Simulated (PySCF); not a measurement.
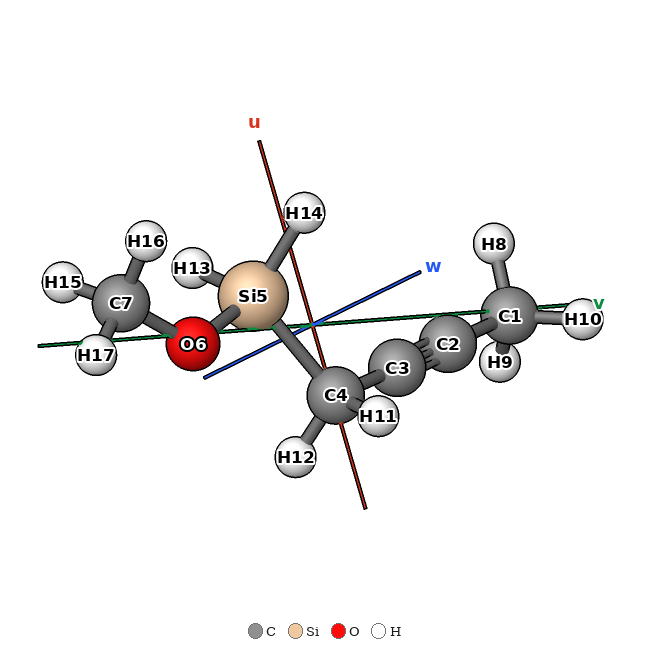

The lines u, v and w are the principal axes of the static dipole polarisability. The computed structure is the end point of a GFN2-xTB optimisation. No frequency run is at hand to confirm it as a minimum. Method: ωB97X-D/def2-SVPD (PySCF 2.14.0).

Along which axis is the molecule most polarisable, and along which least?

Answer. Most along v (close to the long direction C1···C7), least along w.

Give the three principal values.

Answer. u 75.9, v 123.7, w 70.3 bohr³; mean 90.0, anisotropy 50.8 bohr³.

The geometry is semi-empirical. Around Si such bond lengths and angles can be off by a tenth of an ångström or more and by several degrees, and values that hang on the shape move with them.
